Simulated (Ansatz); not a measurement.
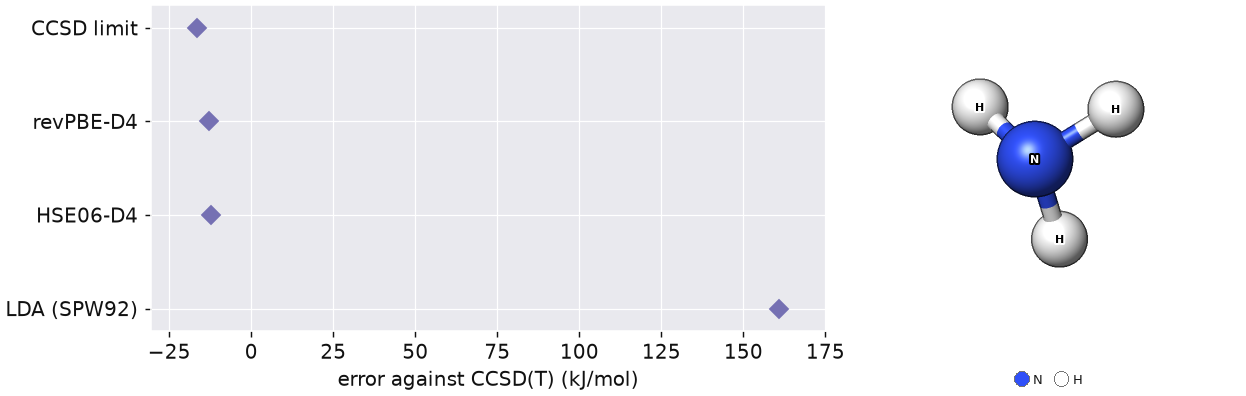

Error in the electronic atomisation energy (method less reference, so positive means overbinding) of NH₃, SMILES N: functionals in def2-TZVPP against frozen-core CCSD(T) at the limit (scheme: direct), which gives 1245.2 kJ/mol, at a PBE0-D4/def2-TZVP geometry (a minimum by its frequencies), no zero-point or spin-orbit term, the Ansatz code 0.2.0. The reference leaves out core correlation, a term that grows with the number of heavy atoms. Limit means the basis limit.

> Which of these levels overbind, and which underbind?

Overbind: LDA (SPW92). Underbind: CCSD limit, revPBE-D4 and HSE06-D4.

> Give the values.

```
      level  kJ/mol
 CCSD limit   −16.5
  revPBE-D4   −12.7
   HSE06-D4   −12.2
LDA (SPW92)   160.9
```
